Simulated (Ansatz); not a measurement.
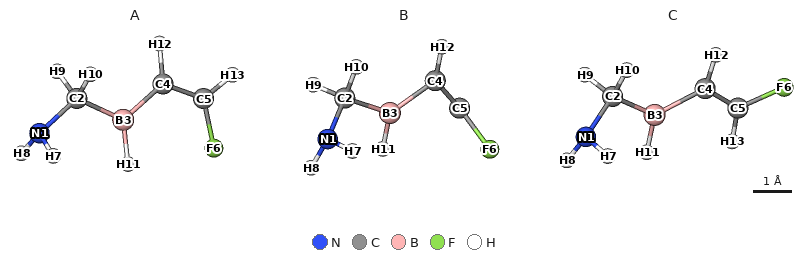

3 geometries from a converged minimum-energy path of C3H7BFN, shuffled. The picture is a ball-and-stick view, seen at a tilt.

All numbers below come from Ansatz 0.2.0, RKS PBE0-D4/6-31G. Settings: 5 movable images; climbing image; force threshold 0.03 eV/Å; iteration limit 60; starting path by image-dependent pair potential.

> One of them is the converged climbing image. Which?

B. In order along the path, whose images run from 0 to 6: C (image 1, +0.03 eV), B (image 3, +2.36 eV), A (image 6, +0.09 eV). The motion is a rotation about the C4–C5 bond by about 180°. No bond forms or breaks between the ends. Bond angles that change up to the highest image, for instance: B3–C4–C5 118.7° → 94.7°, C5–C4–H12 118.2° → 137.1°.

Cost: 9.9 min on 1 thread of Arm Neoverse V2 (shared host), peak memory 0.16 GiB.
